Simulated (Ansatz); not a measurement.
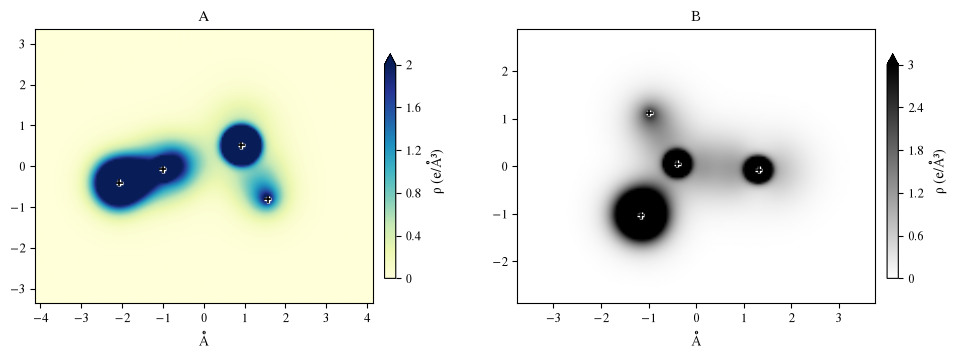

The total electron density of 2 systems, each on a plane through atoms (crosses mark nuclei in the plane).

The calculation used Ansatz 0.2.0, RKS B3LYP/def2-SVP.

System 1: CH$_{3}$OSi (charge +1), the plane of atoms C2, Si3 and H6. 

```xyz
6

O     1.0234   -1.9107    0.9967
C     0.5427   -1.0182    0.5289
Si   -0.3192    0.5962   -0.3109
H    -1.4642   -0.0708   -0.9648
H     0.8037    1.0308   -1.1676
H    -0.5864    1.3728    0.9177
```

System 2: B$_{2}$F$_{2}$H$_{2}$, the plane of atoms B3, B2 and H5. 

```xyz
6

F    -1.2984    1.3822   -0.1102
B    -0.1767    0.7313   -0.4001
B     0.1981   -0.7660    0.3546
F     0.9842   -0.8152    1.4248
H     0.5254    1.2421   -1.2504
H    -0.1906   -1.8384   -0.0648
```

Match each panel to its system.

Answer. Panel A is system 1, CH$_{3}$OSi: the plane holds O, C, Si and H. C–O (1.12 Å): ρ at the midpoint is about 4.2 e/Å³. Panel B is system 2, B$_{2}$F$_{2}$H$_{2}$: the plane holds F, B and H. B–F (1.33 Å): ρ is about 2.1 e/Å³ halfway.
